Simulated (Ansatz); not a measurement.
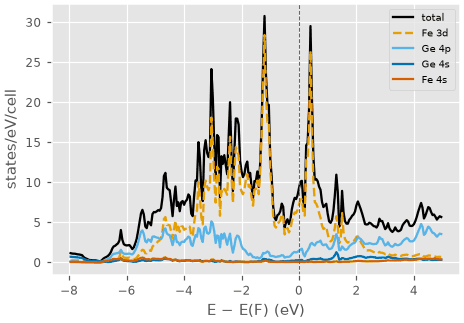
*Total and projected density of states of FeGe in space group P6/mmm (No. 191; Fe on 3f, Ge on 1a, Ge on 2d), PBEsol (plane waves, PAW; program Ansatz)*

Q: Which orbitals carry the states next to the Fermi level?

A: Within 0.5 eV of the Fermi level: Fe 3d 82 %, Ge 4p 13 %. Projections are on Löwdin-orthogonalised atomic valence shells; empty p or d shells of many metals are not among them.

Q: Where is the tallest occupied peak in this window, and what makes it?

A: Near -1.2 eV, about 31 states/eV per cell; the largest projected share is Fe 3d.

The first step of the workflow began from a Materials Project structure, measured or hypothetical; the Crystallography Open Database copy checked does not list it. COD files the formula under space group No. 198, so this cell is another polymorph or a model. Whether it is the stable phase at ambient conditions was not checked. The PBEsol relaxation kept the symmetry of its start, as lowered by the spin order; whether a distortion lowers the energy is not shown. The final state is antiferromagnetic, chosen from 4 collinear starts compared on coarse meshes (ties went to the first, and starts can fall back to one state), not a proven ground state. The program gave a warning on the electronic state, which may not be the lowest. Scalar-relativistic: spin–orbit coupling is off unless named, which matters more the heavier the elements.

Potentials: the later of the program's two PAW sets.
